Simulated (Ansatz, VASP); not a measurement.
## CoO in two plane-wave programs

One calculation is typed for both programs; each brings its own data sets and cutoff. How far apart do they land?

Method: plane waves, with VASP 6.6.1 beside it; single point at PBEsol, DFT+U, in Ansatz 0.2.0.

### 1. The starting structure

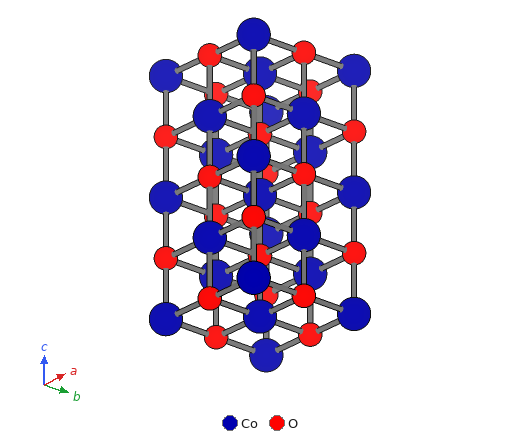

The cell as given, from a free direction (cobalt blue, oxygen red). 1×1×2 cells are drawn. This picture shows the conventional cell, with its axes. Some periodic images of atoms are drawn too.

Coordinates:

```cif
data_structure
_symmetry_space_group_name_H-M 'P 1'
_symmetry_Int_Tables_number 1
_cell_length_a 3.0109
_cell_length_b 3.0109
_cell_length_c 3.0109
_cell_angle_alpha 60.000
_cell_angle_beta 60.000
_cell_angle_gamma 60.000
_cell_volume 19.30
loop_
_atom_site_label
_atom_site_type_symbol
_atom_site_fract_x
_atom_site_fract_y
_atom_site_fract_z
_atom_site_occupancy
Co1 Co 0.00000 0.00000 0.00000 1
O2 O 0.50000 0.50000 0.50000 1
```

### 2. VASP: single point, PBEsol, DFT+U

A single point gives forces, pressure and levels at one fixed geometry, so differences don't come from the geometry; what else differs is listed under the comparison.

Lines of VASP's logs that name or quote its potential files are left out, and so is its time.

Input file INCAR:

```
SYSTEM = CoO
PREC = Accurate
ENCUT = 520
EDIFF = 1E-05
NELM = 100
ISMEAR = 0
SIGMA = 0.05
LREAL = .FALSE.
ALGO = Normal
GGA = PS
NBANDS = 14
ISPIN = 2
MAGMOM = 2 0
LDAU = .TRUE.
LDAUTYPE = 2
LDAUL = 2 -1
LDAUU = 3.32 0
LDAUJ = 0 0
LDAUPRINT = 1
LASPH = .TRUE.
LMAXMIX = 4
LORBIT = 11
LWAVE = .FALSE.
LCHARG = .FALSE.
KPAR = 4
```

Input file POSCAR:

```
CoO
1.0
    0.0000000000      2.1290000000      2.1290000000
    2.1290000000      0.0000000000      2.1290000000
    2.1290000000      2.1290000000      0.0000000000
Co O
1 1
Direct
    0.0000000000      0.0000000000      0.0000000000
    0.5000000000      0.5000000000      0.5000000000
```

Input file KPOINTS:

```
Automatic mesh
0
Gamma
12 12 12
0 0 0
```

The projector-augmented-wave data sets are Co and O (PBE family, release 64).

The run is started by

```sh
> mpirun -np 4 vasp_std
```

Numbers of over 12 decimals in the logs are rounded to 6 here.

Output:

```text
[banner, memory and clock lines left out]
running    4 mpi-ranks, on    1 nodes
 distrk:  each k-point on    1 cores,    4 groups
 distr:  one band on    1 cores,    1 groups

 POSCAR found type information on POSCAR CoO
 POSCAR found :  2 types and       2 ions
|                                                                             |
|               ----> ADVICE to this user running VASP <----                  |
|                                                                             |
|     You enforced a specific xc type in the INCAR file but a different       |
|     [... a line on the potential file left out ...]
|     I HOPE YOU KNOW WHAT YOU ARE DOING!                                     |
|                                                                             |

 LDA part: xc-table for (Slater+PW92), standard interpolation
 POSCAR, INCAR and KPOINTS ok, starting setup
 FFT: planning ... GRIDC
 FFT: planning ... GRID_SOFT
 FFT: planning ... GRID
 WAVECAR not read
 entering main loop
       N       E                     dE             d eps       ncg     rms          rms(c)
DAV:   1     0.788584455610E+02    0.78858E+02   -0.70728E+03  4160   0.123E+03
DAV:   2    -0.875300251008E+01   -0.87611E+02   -0.76722E+02  4500   0.251E+02
DAV:   3    -0.135832215030E+02   -0.48302E+01   -0.47569E+01  4440   0.676E+01
DAV:   4    -0.136382519001E+02   -0.55030E-01   -0.55011E-01  4754   0.695E+00
DAV:   5    -0.136396077204E+02   -0.13558E-02   -0.13558E-02  4622   0.110E+00    0.169E+01
DAV:   6    -0.124262978635E+02    0.12133E+01   -0.17789E+01  4820   0.796E+01    0.185E+01
DAV:   7    -0.121334157024E+02    0.29288E+00   -0.32429E+00  4296   0.440E+01    0.818E+00
DAV:   8    -0.121662384035E+02   -0.32823E-01   -0.24315E-01  4600   0.685E+00    0.472E+00
DAV:   9    -0.121698031142E+02   -0.35647E-02   -0.83714E-02  5894   0.593E+00    0.796E-01
DAV:  10    -0.121680211100E+02    0.17820E-02   -0.16979E-02  5070   0.319E+00    0.179E-01
DAV:  11    -0.121679697905E+02    0.51320E-04   -0.32349E-03  5630   0.964E-01    0.771E-02
DAV:  12    -0.121680012448E+02   -0.31454E-04   -0.25214E-04  5248   0.228E-01    0.408E-02
DAV:  13    -0.121680283137E+02   -0.27069E-04   -0.73769E-05  5408   0.143E-01    0.212E-02
DAV:  14    -0.121680311529E+02   -0.28392E-05   -0.10633E-05  2340   0.487E-02
   1 F= -.12168031E+02 E0= -.12165391E+02  d E =-.528089E-02  mag=     2.9998
```

OUTCAR, selected parts (step 2):

```text
ion  position               nearest neighbor table
   1  0.000  0.000  0.000-   2 2.13   2 2.13   2 2.13   2 2.13   2 2.13   2 2.13
   2  0.500  0.500  0.500-   1 2.13   1 2.13   1 2.13   1 2.13   1 2.13   1 2.13

  LATTYP: Found a face centered cubic cell.
 ALAT       =     4.2580000000

 Subroutine GETGRP returns: Found 48 space group operations
 (whereof 48 operations were pure point group operations)

The static configuration has the point symmetry O_h .

 Found     72 irreducible k-points:

   k-points           NKPTS =     72   k-points in BZ     NKDIM =     72   number of bands    NBANDS=     14

   dimension x,y,z NGX =    24 NGY =   24 NGZ =   24
   dimension x,y,z NGXF=    48 NGYF=   48 NGZF=   48

   ENCUT  =  520.0 eV  38.22 Ry    6.18 a.u.   5.60  5.60  5.60*2*pi/ulx,y,z

   NELECT =      15.0000    total number of electrons

 k-points in reciprocal lattice and weights: Automatic mesh
   0.00000000  0.00000000  0.00000000       0.001
   0.08333333  0.00000000  0.00000000       0.005
   0.16666667  0.00000000  0.00000000       0.005
   0.25000000  0.00000000  0.00000000       0.005
   0.33333333  0.00000000  0.00000000       0.005
   0.41666667  0.00000000  0.00000000       0.005
   0.50000000  0.00000000  0.00000000       0.002
   0.08333333  0.08333333  0.00000000       0.003
   0.16666667  0.08333333  0.00000000       0.014
[...]
-0.33333333  0.50000000  0.16666667       0.007
  -0.25000000  0.50000000  0.25000000       0.003

atom =   1  type =  1  l = 2

 onsite density matrix

spin component  1

  0.9675  0.0000  0.0000 -0.0000 -0.0000
  0.0000  0.9675  0.0000 -0.0000 -0.0000
  0.0000  0.0000  1.0123  0.0000 -0.0000
 -0.0000 -0.0000  0.0000  0.9675 -0.0000
 -0.0000 -0.0000 -0.0000 -0.0000  1.0123

spin component  2

  0.6507 -0.0000  0.0000  0.0000 -0.0000
 -0.0000  0.6507  0.0000  0.0000 -0.0000
  0.0000  0.0000  0.1432  0.0000 -0.0000
  0.0000  0.0000  0.0000  0.6507  0.0000
 -0.0000 -0.0000 -0.0000  0.0000  0.1432

 occupancies and eigenvectors

  o =  0.1432  v =  0.0000  0.0000  0.0000  0.0000  0.0000  0.0000 -0.0000  0.0103 -0.0000  0.9999      0.0000  0.0000  0.0000  0.0000  0.0000  0.0000  0.0000  0.0000  0.0000  0.0000
  o =  0.1432  v =  0.0000  0.0000  0.0000  0.0000  0.0000  0.0000  0.0000  0.9999  0.0000 -0.0103      0.0000  0.0000  0.0000  0.0000  0.0000  0.0000  0.0000  0.0000  0.0000  0.0000
  o =  0.6507  v =  0.0000  0.0000  0.0000  0.0000  0.0000  0.0000  0.3205 -0.0000  0.9472 -0.0000      0.0000  0.0000  0.0000  0.0000  0.0000  0.0000  0.0000  0.0000  0.0000  0.0000
  o =  0.6507  v =  0.0000  0.0000  0.0000  0.0000  0.0000  1.0000  0.0000  0.0000  0.0000  0.0000      0.0000  0.0000  0.0000  0.0000  0.0000  0.0000  0.0000  0.0000  0.0000  0.0000
  o =  0.6507  v =  0.0000  0.0000  0.0000  0.0000  0.0000  0.0000  0.9472 -0.0000 -0.3205  0.0000      0.0000  0.0000  0.0000  0.0000  0.0000  0.0000  0.0000  0.0000  0.0000  0.0000
  o =  0.9675  v =  0.0000 -0.5583 -0.0000  0.8297 -0.0000  0.0000  0.0000  0.0000  0.0000  0.0000      0.0000  0.0000  0.0000  0.0000  0.0000  0.0000  0.0000  0.0000  0.0000  0.0000
  o =  0.9675  v =  0.0000  0.8297 -0.0000  0.5583 -0.0000  0.0000  0.0000  0.0000  0.0000  0.0000      0.0000  0.0000  0.0000  0.0000  0.0000  0.0000  0.0000  0.0000  0.0000  0.0000
  o =  0.9675  v =  1.0000  0.0000  0.0000  0.0000  0.0000  0.0000  0.0000  0.0000  0.0000  0.0000      0.0000  0.0000  0.0000  0.0000  0.0000  0.0000  0.0000  0.0000  0.0000  0.0000
  o =  1.0123  v =  0.0000 -0.0000 -0.9962 -0.0000 -0.0870  0.0000  0.0000  0.0000  0.0000  0.0000      0.0000  0.0000  0.0000  0.0000  0.0000  0.0000  0.0000  0.0000  0.0000  0.0000
  o =  1.0123  v =  0.0000 -0.0000  0.0870 -0.0000 -0.9962  0.0000  0.0000  0.0000  0.0000  0.0000      0.0000  0.0000  0.0000  0.0000  0.0000  0.0000  0.0000  0.0000  0.0000  0.0000

 average (electrostatic) potential at core
       1 -81.1118       2 -67.8397

 E-fermi :   7.3295

 spin component 1
 k-point     1 :       0.0000    0.0000    0.0000
  band No.  band energies     occupation
    ...
      5       3.0769      1.00000
      6       3.0769      1.00000
      7       4.8132      1.00000
      8       4.8132      1.00000
      9       4.8132      1.00000
     10       8.7481      0.00000
     11      24.4522      0.00000
     12      24.8315      0.00000
     13      24.8315      0.00000
     14      24.8315      0.00000

 k-point     2 :       0.0833    0.0000    0.0000
  band No.  band energies     occupation
    ...
      5       3.0961      1.00000
      6       3.0961      1.00000
      7       4.5180      1.00000
      8       5.0746      1.00000
      9       5.0746      1.00000
     10       9.2624      0.00000
     11      22.5830      0.00000
     12      24.7189      0.00000
     13      24.7189      0.00000
     14      26.2545      0.00000

 k-point     3 :       0.1667    0.0000    0.0000
  band No.  band energies     occupation
    ...
      5       3.2028      1.00000
      6       3.2028      1.00000
      7       4.2234      1.00000
      8       5.6214      1.00000
      9       5.6214      1.00000
     10      10.3439      0.00000
     11      20.6167      0.00000
     12      24.1075      0.00000
     13      24.1075      0.00000
     14      26.8375      0.00000

 k-point     4 :       0.2500    0.0000    0.0000
  band No.  band energies     occupation
    ...
      5       3.3689      1.00000
      6       3.3690      1.00000
      7       4.2381      1.00000
      8       6.1961      1.00000
      9       6.1962      1.00000
     10      11.4577      0.00000
     11      18.9477      0.00000
     12      23.0272      0.00000
     13      23.0272      0.00000
     14      26.9759      0.00000

 k-point     5 :       0.3333    0.0000    0.0000
  band No.  band energies     occupation
    ...
      5       3.5429      1.00000
      6       3.5429      1.00000
      7       4.3913      1.00000
      8       6.6791      1.00000
      9       6.6791      1.00000
     10      12.2859      0.00000
     11      17.7734      0.00000
     12      21.9960      0.00000
     13      21.9960      0.00000
     14      27.1200      0.00000

 k-point     6 :       0.4167    0.0000    0.0000
  band No.  band energies     occupation
    ...
      5       3.6740      1.00000
      6       3.6740      1.00000
      7       4.5531      1.00000
      8       7.0001      1.00000
      9       7.0001      1.00000
     10      12.6635      0.00000
     11      17.2071      0.00000
     12      21.2953      0.00000
     13      21.2953      0.00000
     14      27.3365      0.00000

  Total       -1.3264753     -1.3264753     -1.3264753     -0.0000000     -0.0000000      0.0000000
  in kB     -110.1165943   -110.1165943   -110.1165943     -0.0000000     -0.0000000      0.0000000
  external PRESSURE =    -110.1165943 kB  Pullay stress =       0.0000000 kB

  energy-cutoff  :      520.00
  volume of cell :       19.30
      direct lattice vectors                 reciprocal lattice vectors
     0.000000000  2.129000000  2.129000000    -0.234852043  0.234852043  0.234852043
     2.129000000  0.000000000  2.129000000     0.234852043 -0.234852043  0.234852043
     2.129000000  2.129000000  0.000000000     0.234852043  0.234852043 -0.234852043

 POSITION                                       TOTAL-FORCE (eV/Angst)
 -----------------------------------------------------------------------------------
      0.00000      0.00000      0.00000         0.000000      0.000000      0.000000
      2.12900      2.12900      2.12900        -0.000000     -0.000000     -0.000000
 -----------------------------------------------------------------------------------
    total drift:                                0.000000     -0.000000     -0.000000

  FREE ENERGIE OF THE ION-ELECTRON SYSTEM (eV)
  ---------------------------------------------------
  free  energy   TOTEN  =       -12.1680311529 eV

  energy  without entropy=      -12.1627502663  energy(sigma->0) =      -12.16539071

 total charge
# of ion       s       p       d       tot
------------------------------------------
    1        0.301   0.368   7.141   7.810
    2        1.547   3.424   0.000   4.970
--------------------------------------------------
tot          1.848   3.792   7.141  12.781

 magnetization (x)
# of ion       s       p       d       tot
------------------------------------------
    1        0.020   0.018   2.687   2.725
    2        0.024   0.237   0.000   0.261
--------------------------------------------------
tot          0.044   0.255   2.687   2.986

[... 6 further parts left out ...]
```

The run ends at a pressure of -11.01 GPa.

(Part 1 of 2 ends here.)

[Lines on the potential files, build, host, timing and source positions are cut from VASP's logs without a mark.]

[Logs are printed without paths, hosts, clocks, repeated set-up lines and the standing remarks that a program may print on its own settings, such as how far it seeks lower states.]

[Hosts, paths, dates, database ids (printed as entryN), source tags and the programs' standing remarks are cut or masked in the printed files.]
